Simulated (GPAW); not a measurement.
# Surface energy and work function of Be(0001) from slabs of 3 to 12 layers (PBE)

How do energy and work function of Be(0001) films settle with thickness, and what surface energy follows?

**Method.** GPAW 26.7.0, plane waves at 450 eV with PAW setups; symmetric 1×1 slabs cut at the tabulated lattice constant (two decimals; low-temperature values for the alkali metals), atoms at bulk places, 7.5 Å of vacuum on each side, one in-plane mesh for all thicknesses, Fermi-Dirac smearing of 0.1 eV. Energies are extrapolated to zero smearing and count from the program's reference atoms. Functional PBE. The cell's area is 4.542 Å².

Results, with one row withheld:

```
layers  energy (eV)  work function (eV)
     3     −10.0983                5.25
     4     −13.7878                5.30
     5     −17.4820                5.33
     6     −21.1789                5.31
     7     −24.8746                5.31
     8     −28.5728                5.31
     9     −32.2713                5.30
    10     −35.9721                5.31
    11     −39.6716                5.31
    12            ?                   ?
```

Q: What surface energy do these runs give, and what energy and work function should the 12-layer slab have?

**Working.** A slab of n layers has E(n) = nε + 2Aγ once its middle is bulk-like. A line through n = 6 to 11 has the slope ε = −3.6987 eV a layer and the intercept 2Aγ = 1.0154 eV (r.m.s. residual 1.4 meV). So γ = 1.0154 / (2 × 4.542 Å²) = 0.1118 eV/Å² = 1.79 J/m², with a standard error of under 0.01 J/m² from the scatter about the line. For 12 layers: 1.0154 + 12 × (−3.6987) = −43.369 eV; the run gives −43.372 eV, 2.7 meV under the line. The work function has no such law: from 6 to 11 layers it moves between 5.30 and 5.31 eV (mean 5.31), and the 12-layer slab gives 5.30 eV. The thinnest slab, 3 layers, lies −0.06 eV from that mean.

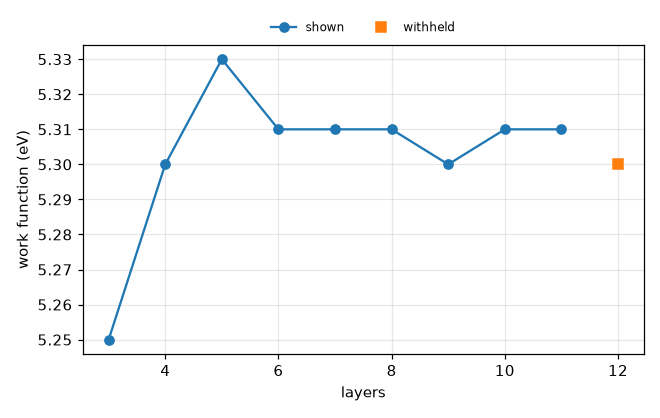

Work function against thickness.

**Limits.** The surfaces are unrelaxed, so γ is an upper bound for this functional and lattice constant. The tabulated lattice constant isn't the functional's own, which strains the slab a little.

[Logs are printed without paths, hosts, clocks, repeated set-up lines and the standing remarks that a program may print on its own settings, such as how far it seeks lower states.]
